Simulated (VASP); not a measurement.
Here is the system:

```yaml
crystal:
  lattice:
    - [0.00000, 2.70863, 2.70863]
    - [2.70863, 0.00000, 2.70863]
    - [2.70863, 2.70863, 0.00000]
  atoms:
    - { symbol: Cd, position: [0.00000, 0.00000, 0.00000] }
    - { symbol: F, position: [0.25000, 0.25000, 0.25000] }
    - { symbol: F, position: [0.75000, 0.75000, 0.75000] }
```

Calculation: AM05 GGA, VASP's PBE PAW potentials (set 64) (plane waves; VASP 6.6.1). Run with 520 eV cut-off, 8×8×8 Γ-centred mesh, tetrahedra with Blöchl corrections, potentials Cd F.

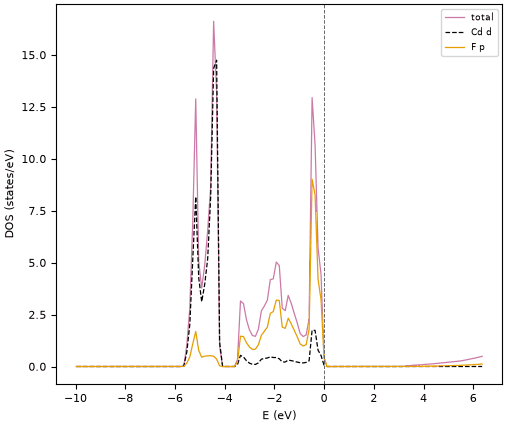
Total and projected density of states, zero at the valence-band maximum

Within 2 eV below the valence-band maximum the largest weight inside VASP's projection spheres is F p.

The gap is indirect, 2.97 eV, from the valence maximum at W to the conduction minimum at Γ.

The compound is CdF2 in the fluorite structure. It was relaxed first.
